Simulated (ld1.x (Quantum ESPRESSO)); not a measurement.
```yaml
element: samarium
generator: ld1.x (Quantum ESPRESSO) 7.5
type: PAW
functional: revPBE
relativity: scalar-relativistic
frozen_core: [Kr] 4d10 4f5
valence_charge: 11
reference_configuration: 5s2 5p6 5d1 6s1 6p0 (charge +1)
partial_waves: 5s (bound): rcut 1.80, rcutus 2.30 bohr; 6s (bound): rcut 1.80, rcutus 2.30 bohr; 5p (bound): rcut 2.85, rcutus 3.20 bohr; 6p (bound, empty): rcut 2.85, rcutus 3.20 bohr; 5d (bound): rcut 1.55, rcutus 2.15 bohr; 5d channel at 4.25 Ry: rcut 1.55, rcutus 2.15 bohr
local_potential: all-electron potential smoothed inside 2.55 bohr (lloc = -1)
core_correction: a·sin(br)/r model core inside 1.30 bohr
augmentation_charge: PSQ, inside the norm-conserving radii
```

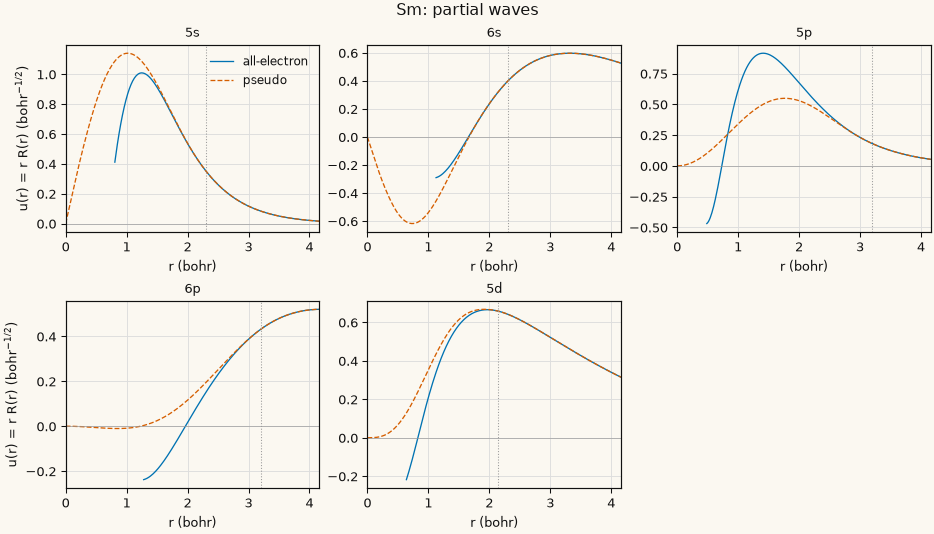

All-electron valence functions (solid) with their pseudo partners (dashed). Dotted lines mark the matching radii. The all-electron curves start outside the innermost oscillations, which aren't drawn.

Pseudo-waves: 5s has no node; 6s has a node at about 1.7 bohr; 5p has no node; 6p has a node at about 1.2 bohr; 5d has no node. A node in 6s and 6p is allowed, since a lower shell of the same l is also in the valence.

- Cutoffs needed: 15 Ry and 21 Ry (the cutoffs, on a coarse ladder, from which the occupation-weighted sum of valence levels, in a spherical-Bessel basis at the reference potential, stays within 10 and 1 mRy of its value at 400 Ry)
- Ghost test: no ghost state below the valence levels in the s, p, d, f channels (spherical-Bessel basis up to 400 Ry, 20 bohr box)
- Configuration tests: test run stopped at test 6 of 7 (negative rho)
- Lowest eigenvalue of the overlap operator: 0.0062 (s channel)
- Density cutoff estimated by the generator: 167 Ry
